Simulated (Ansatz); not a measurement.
Hypothetical diamond Ag, pressure series

Start from Ag in the diamond structure (space group Fd-3m, No. 227; a hypothetical phase, not in the database extracts checked).

```xyz
2
Lattice="0.0000 3.0191 3.0191 3.0191 0.0000 3.0191 3.0191 3.0191 0.0000" Properties=species:S:1:pos:R:3 pbc="T T T"
Ag     4.5287     4.5287     4.5287
Ag     3.0191     3.0191     3.0191
```

Cell and atoms are relaxed at each pressure.

The values are results of PBEsol (Ansatz, a first-principles code), no spin-orbit coupling, not measurements.

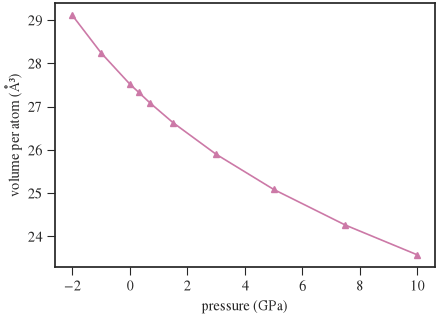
*Volume per atom against pressure*

Problem. From the plot, what is the volume per atom for pressure 7.5 GPa?

Solution. About 24.3 Å³.

Problem. Is the trend monotonic over the range shown?

Solution. Yes, it falls throughout, spanning 23.58 Å³ to 29.11 Å³.

Load acts through the strain it causes; cell and atoms are relaxed under it. Whether these cells are dynamically stable was not tested. Competing high-pressure phases were not computed.
